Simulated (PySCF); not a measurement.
**CH₁₁N₂Si₃ (SMILES N[Si](C[SiH3])N[SiH3]) (doublet): density, localisation and related maps**

Input

```
{"job": {"kind": "epr"}, "charge": 0, "multiplicity": 2}
Si     1.405389     0.071680     0.090246
N      0.567517     1.255849     1.062714
Si    -0.729823     0.909241     2.183326
C      0.889987     0.098869    -1.729635
Si    -0.888962    -0.441630    -2.046088
N      0.845267    -1.443420     0.741028
H      0.962927     2.189560     1.115540
H     -0.311887     0.026853     3.320227
H     -1.900686     0.270841     1.514877
H     -1.154034     2.220028     2.766961
H      1.013913     1.134778    -2.089439
H      1.575761    -0.525960    -2.326962
H     -1.837926     0.334820    -1.195217
H     -1.263988    -0.233856    -3.481377
H     -1.051068    -1.898153    -1.744783
H      0.764867    -2.259671     0.143737
H      1.095291    -1.714983     1.686581
```

Run with:

```sh
OMP_NUM_THREADS=1 python cluster_run.py task.json out
```

Geometry: PBE0-D3(BJ)/def2-SVP.

Computed with PySCF 2.14.0, density-fitted response routines, UKS B3LYP, IGLO-III on C N Si, pcH-1 on H, non-relativistic, mean-field spin-orbit, GIAO.

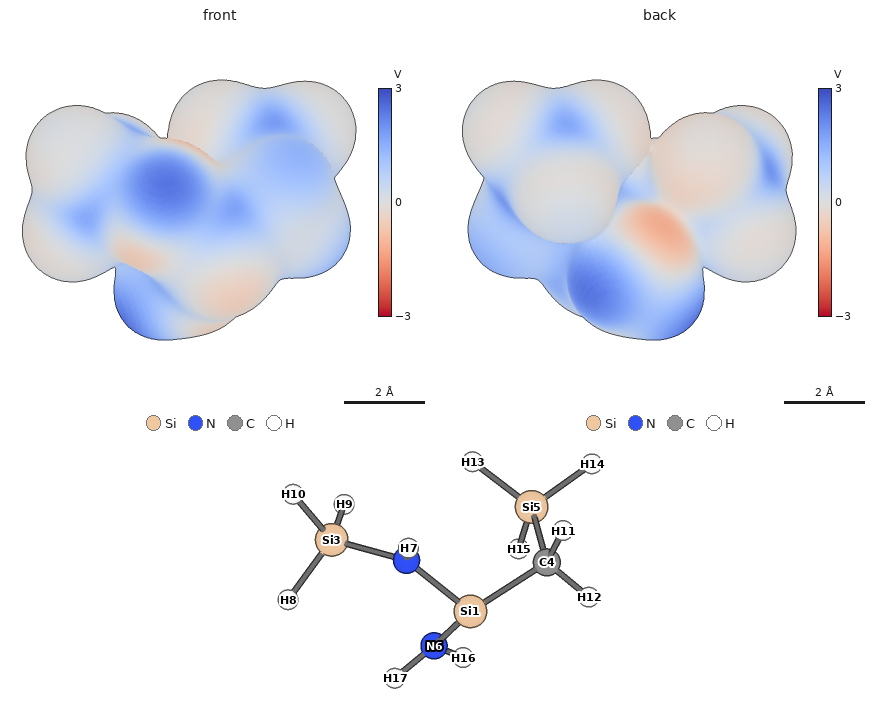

Figure 1. The molecular electrostatic potential painted on the density surface at 0.004 e/bohr³, seen from the front and from behind; the colour scale runs from red (negative) to blue (positive). The bare structure is drawn below in the same view.

Q: Where is the surface potential most negative and most positive?

A: The most negative region (about −1.0 V) lies over N6, the most positive (about +2.4 V) over H7, H16 and H17. N6 is the likeliest acceptor of a hydrogen bond.

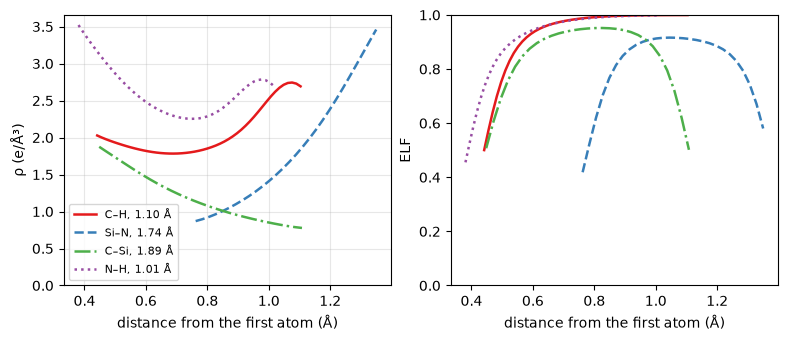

Figure 2. Total electron density and ELF along straight lines between neighbouring atoms. The curves leave out the atomic cores.

Q: What can be read from the curves?

A: C–H (1.10 Å): the density is about 1.9 e/Å³ at the midpoint; the ELF climbs to about 1 towards the hydrogen, as it does in any bond to H: an ordinary covalent bond to hydrogen.
Si–N (1.74 Å): ρ at the midpoint is about 1 e/Å³; the ELF peaks at about 0.90 between the atoms, as expected for a polar covalent bond.
C–Si (1.89 Å): ρ at the midpoint is about 0.9 e/Å³; the ELF peaks at about 0.95 between the atoms (a shared electron pair).
N–H (1.01 Å): the density is about 2.8 e/Å³ at the midpoint; the ELF climbs to about 1 towards the hydrogen: an ordinary covalent bond to hydrogen.
